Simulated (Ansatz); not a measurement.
## Ligand exchange: SnH3(NH2) + SiH2(NH2)(SiH3) → SiH3(SnH3) + SiH2(NH2)2

Species: SnH3(NH2), singlet; SiH2(NH2)(SiH3), singlet; SiH3(SnH3), singlet; SiH2(NH2)2, singlet. The partners trade NH2 for SiH3: Sn–NH2 and Si–SiH3 bonds give way to Sn–SiH3 and Si–NH2.

Shapes, held fixed at every level: PBE0-D4/def2-TZVP. Flexible molecules stand in one conformer, not always the lowest. Programs: Ansatz 0.2.0. Electronic energies: no zero-point or thermal term.

```
                level                    kind  ΔE (kJ/mol)  less CCSD(T)/def2-TZVPP
        HF/def2-TZVPP            Hartree–Fock       -113.6                     -9.4
     SPW92/def2-TZVPP                     LDA       -110.7                     -6.5
    PBE-D4/def2-TZVPP                     GGA        -98.5                     +5.7
r2SCAN0-D4/def2-TZVPP           global hybrid       -112.2                     -8.0
   wB97X-V/def2-TZVPP  range-separated hybrid       -103.5                     +0.7
         MP2/def2-SVP     perturbation theory       -104.8                     -0.6
        CCSD/def2-SVP   coupled cluster or CI       -104.5                     -0.3
   CCSD(T)/def2-TZVPP   coupled cluster or CI       -104.2                      0.0
```

The highest level, CCSD(T)/def2-TZVPP, gives ΔE = -104.2 kJ/mol; the levels span -113.6 to -98.5. The column of differences is taken from that level and isn't an error. No measured value is set beside it here. For atoms past krypton def2 sets carry core potentials with scalar relativity. Correlated rows may include outer-core shells of Sn, which these sets cover unevenly.

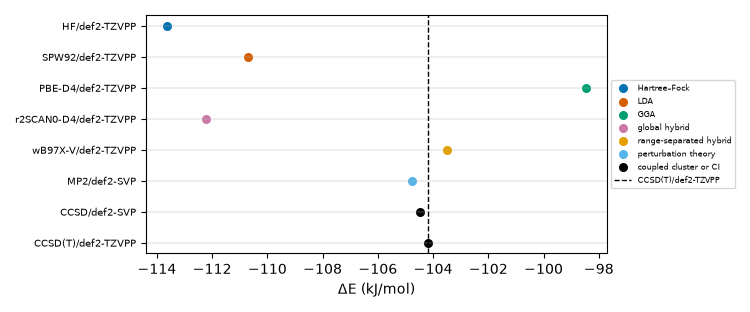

The values of the table, level by level.
